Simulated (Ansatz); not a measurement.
# PBE0/def2-SVP (core potential) run of CH2FNOSn (SMILES O=C=[N][SnH2][F])

What is the energy change on altering one bond length of CH2FNOSn at PBE0/def2-SVP (core potential)? 

The calculation is run with Ansatz 0.2.0.

143 further runs of the same task are left out: 2 that didn't finish, 141 set aside as unsound or not needed.

**1. The system as given**

The species is CH2FNOSn (7 atoms), meant as a singlet with charge 0. As SMILES, `O=C=[N][SnH2][F]`. Geometry: relaxed at PBE0-D4/def2-TZVP. This is one conformer, not always the lowest.

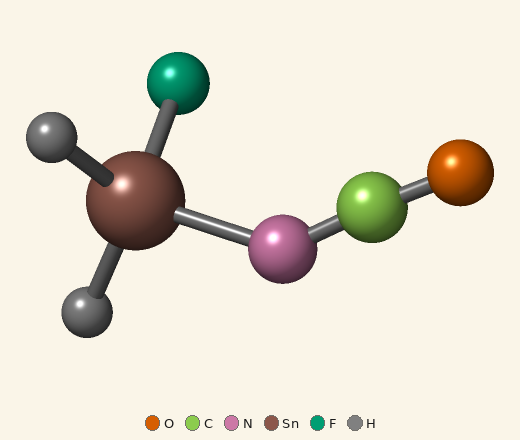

The structure, seen from a chosen angle (oxygen orange, carbon green, nitrogen pink, tin brown, fluorine teal, hydrogen grey).

**2. A single-point energy at PBE0/def2-SVP (core potential)**

Contents of job.yaml:

```yaml
crystal:
  periodic: [false, false, false]
  atoms:
    - {symbol: O, position_ang: [-0.221700, -2.869300, -0.931600]}
    - {symbol: C, position_ang: [-0.121500, -1.906800, -0.283800]}
    - {symbol: N, position_ang: [-0.020900, -0.958200, 0.449400]}
    - {symbol: Sn, position_ang: [0.157400, 1.031600, 0.318500]}
    - {symbol: F, position_ang: [-0.877100, 1.510000, -1.220100]}
    - {symbol: H, position_ang: [-0.618600, 1.696100, 1.665200]}
    - {symbol: H, position_ang: [1.763800, 1.428500, -0.043200]}
basis:
  gaussian: {orbitals: def2-SVP}
hamiltonian: {xc: pbe0}
accuracy: high
output: {orbitals: {seedname: orbitals}}
```

The run is started by

```sh
$ ansatz run job.yaml --threads 1 --pin off --max-ram 3480MiB --events-out events.jsonl --progress --plain --runs-dir runs
```

The program printed:

```text
Warning: RAYON_NUM_THREADS=1 ignored (pool sized by the plan → 1); use --threads N
Functional definition: PBE0
  name "PBE0"
  parameter a = 0.25
  parameter kappa = 0.804
  parameter beta = 0.06672455060314922
  exchange = (1 - a)*pbe_x(kappa = kappa, mu = beta*pi^2/3) + a*exact_x
  correlation = pbe_c(beta = beta)
2102 factors; integrals over basis functions are off by at most 3.3e-9 eV
mean field evaluation 1: about -13135.9281 eV, gradient 5.8e1 eV
mean field evaluation 2: about -13127.7883 eV, gradient 9.0e1 eV
mean field evaluation 4: about -13142.0327 eV, gradient 3.5e0 eV
mean field evaluation 8: about -13142.2438 eV, gradient 5.9e-1 eV
mean field evaluation 16: about -13142.2446 eV, gradient 3.1e-5 eV
mean field -13142.24459879 eV, -482.9685808722 hartree, gradient 6.2e-8 eV, S^2 0.000000; 0 other end points of the search recorded, 0 dependent functions left out
reference -13142.24460146 eV, -482.9685809704 hartree; 27, 27 occupied and 65, 65 virtual orbitals, 2102 factors
Total energy: -13142.24460146 eV, -482.9685809704 hartree
```

It took 9 s on 1 thread of Arm Neoverse V2, shared host; peak memory 0.33 GiB.

**3. The distorted shape, same level**

Contents of job.yaml:

```yaml
crystal:
  periodic: [false, false, false]
  atoms:
    - {symbol: O, position_ang: [-0.066518, -2.941063, -0.700799]}
    - {symbol: C, position_ang: [0.033682, -1.978563, -0.052999]}
    - {symbol: N, position_ang: [0.134282, -1.029963, 0.680201]}
    - {symbol: Sn, position_ang: [0.312582, 0.959837, 0.549301]}
    - {symbol: F, position_ang: [-0.877100, 1.510000, -1.220100]}
    - {symbol: H, position_ang: [-0.463418, 1.624337, 1.896001]}
    - {symbol: H, position_ang: [1.918982, 1.356737, 0.187601]}
basis:
  gaussian:
    orbitals: def2-SVP
magnetization:
  spin_polarized: false
  initial_magnetization: 0
hamiltonian:
  xc: pbe0
accuracy: high
output: {orbitals: {seedname: orbitals}}
```

The run is started by

```sh
$ ansatz run job.yaml --threads 1 --pin off --max-ram 3480MiB --events-out events.jsonl --progress --plain --runs-dir runs
```

The program printed:

```text
Warning: RAYON_NUM_THREADS=1 ignored (pool sized by the plan → 1); use --threads N
Functional definition: PBE0
  name "PBE0"
  parameter a = 0.25
  parameter kappa = 0.804
  parameter beta = 0.06672455060314922
  exchange = (1 - a)*pbe_x(kappa = kappa, mu = beta*pi^2/3) + a*exact_x
  correlation = pbe_c(beta = beta)
2092 factors; integrals over basis functions are off by at most 3.3e-9 eV
mean field evaluation 1: about -13134.6118 eV, gradient 6.1e1 eV
mean field evaluation 2: about -13115.0898 eV, gradient 1.2e2 eV
mean field evaluation 4: about -13141.4089 eV, gradient 6.5e0 eV
mean field evaluation 8: about -13141.6690 eV, gradient 1.2e0 eV
mean field evaluation 16: about -13141.6721 eV, gradient 8.5e-5 eV
mean field -13141.67210258 eV, -482.9475420247 hartree, gradient 4.6e-8 eV, S^2 0.000000; 0 other end points of the search recorded, 0 dependent functions left out
reference -13141.67210528 eV, -482.9475421239 hartree; 27, 27 occupied and 65, 65 virtual orbitals, 2092 factors
Total energy: -13141.67210528 eV, -482.9475421239 hartree
```

Run time: 9.3 s. Hardware: 1 thread of Arm Neoverse V2, shared host; peak memory 0.33 GiB.

**4. What came out**

At PBE0/def2-SVP (core potential):

```
                                                          quantity          value
                                         first shape: total energy  -482.96858 Eh
                                          first shape: HOMO energy       -8.52 eV
                                          first shape: LUMO energy       -0.76 eV
                                        first shape: HOMO–LUMO gap        7.76 eV
                                     distorted shape: total energy  -482.94754 Eh
                                      distorted shape: HOMO energy       -8.72 eV
                                      distorted shape: LUMO energy       -1.84 eV
                                    distorted shape: HOMO–LUMO gap        6.88 eV
energy change with the Sn4–F5 bond stretched from 1.915 to 2.202 Å       0.572 eV
```

What this shows: With the Sn4–F5 bond stretched from 1.915 to 2.202 Å the energy rises by 0.57 eV (55.2 kJ/mol). The first shape isn't relaxed at this level, so the change isn't measured from a minimum.
